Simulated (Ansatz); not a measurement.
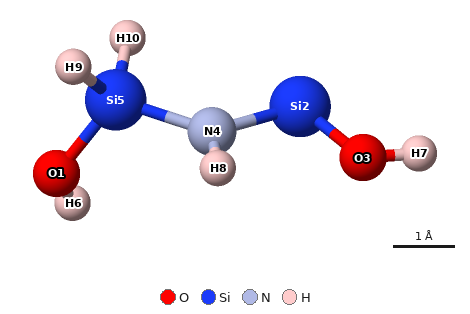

The input geometry of run A (ball-and-stick view, seen at a tilt; atoms are numbered from 1 in the order of the input). Bond lengths as drawn: H–N 1.02 Å, H–O 0.96 Å, H–Si 1.48 to 1.49 Å, N–Si 1.72 to 1.73 Å and O–Si 1.64 to 1.67 Å.

## What a change does: single-point calculation on Si$_{2}$NH$_{5}$O$_{2}$

System: Si$_{2}$NH$_{5}$O$_{2}$.
Method of run A: RKS wB97X-V/def2-TZVPP (Ansatz 0.2.0).

The geometry comes from this level: PBE0-D4/def2-TZVP. Text and figures count atoms from 1; the logs count them from 0 in places.

## Input, run A
```yaml
crystal:
  periodic: [false, false, false]
  atoms:
    - {symbol: O, position_ang: [-1.928219, 1.474712, -0.454343]}
    - {symbol: Si, position_ang: [1.190666, -1.316085, -0.470917]}
    - {symbol: O, position_ang: [1.219935, -2.498992, 0.701185]}
    - {symbol: N, position_ang: [0.190264, -0.195196, 0.369365]}
    - {symbol: Si, position_ang: [-0.309665, 1.361917, -0.190662]}
    - {symbol: H, position_ang: [-2.313140, 0.888878, -1.107744]}
    - {symbol: H, position_ang: [1.737481, -3.274125, 0.473457]}
    - {symbol: H, position_ang: [-0.126736, -0.483119, 1.290160]}
    - {symbol: H, position_ang: [-0.046433, 2.401827, 0.827405]}
    - {symbol: H, position_ang: [0.468948, 1.589184, -1.435005]}
basis:
  gaussian: {orbitals: def2-TZVPP}
hamiltonian: {xc: {name: wB97X-V}}
output: {orbitals: {seedname: orbitals}}
```

Command:
```bash
ansatz run in.yaml --threads 4 --pin off --events-out ev --progress --plain --max-ram 10444MiB
```

Hardware: 4 threads of Intel Xeon @ 2.50GHz, 15 GiB of memory available, shared host.

## Output (run A)
```
Functional definition: wB97X-V
  parameter omega = 0.3/bohr
  parameter cx = 0.167
  parameter cx1 = 0.603
  parameter cx2 = 1.194
  parameter css0 = 0.556
  parameter css1 = -0.257
  parameter cos0 = 1.219
  parameter cos1 = -1.850
  parameter b = 6.0
  parameter c = 0.01
  exchange = spin_sum(e_x_unif_sr(omega)*poly(b97_u_x, 1 - cx, cx1, cx2)) + cx*exact_x_sr(omega) + exact_x_lr(omega)
  correlation = spin_sum(e_c_pw_same_spin*poly(b97_u_same, css0, css1))
      + integral(e_c_pw_opposite_spin*poly(b97_u_opposite, cos0, cos1)) + vv10(b, c)
1334 factors; their error is unknown
293 factors; integrals over basis functions are off by at most 9.6e-6 eV
mean field evaluation 1: about -21412.1399 eV, gradient 8.0e1 eV
mean field evaluation 2: about -21409.6795 eV, gradient 8.9e1 eV
mean field evaluation 4: about -21422.7756 eV, gradient 3.5e0 eV
mean field evaluation 8: about -21422.8042 eV, gradient 3.7e-2 eV
mean field evaluation 16: about -21422.8236 eV, gradient 5.9e-5 eV
mean field -21422.82356706 eV, -787.2742451780 hartree, gradient 5.9e-5 eV, S^2 0.000000; 0 other end points of the search recorded, 0 dependent functions left out
reference -21422.82356495 eV, -787.2742451004 hartree; 28, 28 occupied and 219, 219 virtual orbitals, 1334 factors
Total energy: -21422.82356495 eV, -787.2742451004 hartree
```

For run B the input was changed thus:
```diff
-hamiltonian: {xc: {name: wB97X-V}}
+hamiltonian: {xc: pbe0, dispersion: d4}
```

Predict how the results change.

The total energies belong to different models, so their difference says nothing on which is more stable or more accurate. The HOMO goes from −9.10 to −6.79 eV. The LUMO goes from 1.01 to −1.06 eV. On the same kind of shared host run B took about 0.39 times as long.

## Output (run B)
```
Functional definition: PBE0
  parameter a = 0.25
  parameter kappa = 0.804
  parameter beta = 0.06672455060314922
  exchange = (1 - a)*pbe_x(kappa = kappa, mu = beta*pi^2/3) + a*exact_x
  correlation = pbe_c(beta = beta)
1334 factors; their error is unknown
mean field evaluation 1: about -21400.2261 eV, gradient 9.2e1 eV
mean field evaluation 2: about -21370.0402 eV, gradient 1.5e2 eV
mean field evaluation 4: about -21414.2986 eV, gradient 6.5e0 eV
mean field evaluation 8: about -21414.3708 eV, gradient 1.2e-1 eV
mean field evaluation 16: about -21414.4172 eV, gradient 5.8e-5 eV
mean field -21414.41715633 eV, -786.9653152819 hartree, gradient 5.8e-5 eV, S^2 0.000000; 0 other end points of the search recorded, 0 dependent functions left out
reference -21414.41718833 eV, -786.9653164578 hartree; 28, 28 occupied and 219, 219 virtual orbitals, 1334 factors
Total energy: -21414.61496415 eV, -786.9725845852 hartree
```

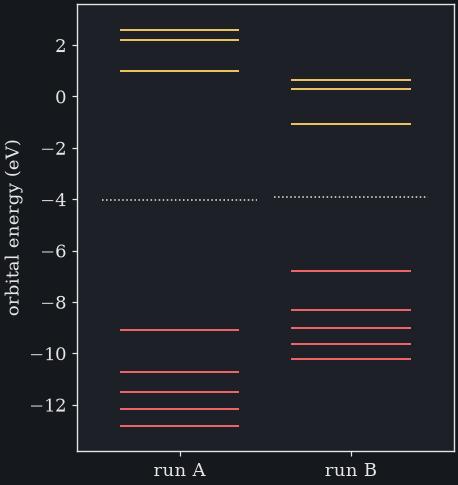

The five highest filled and three lowest empty orbital energies of the two runs; the dotted lines part filled from empty levels. The HOMO–LUMO gap is 10.11 eV in run A and 5.74 eV in run B.

## The two runs side by side

| quantity | run A | run B |
| --- | --- | --- |
| outcome | converged | converged |
| total energy (hartree) | −787.274245 | −786.972585 |
| HOMO (eV) | −9.10 | −6.79 |
| LUMO (eV) | 1.01 | −1.06 |
| basis functions | 247 | 247 |
| wall time (shared host) | 6.5 s | 2.5 s |
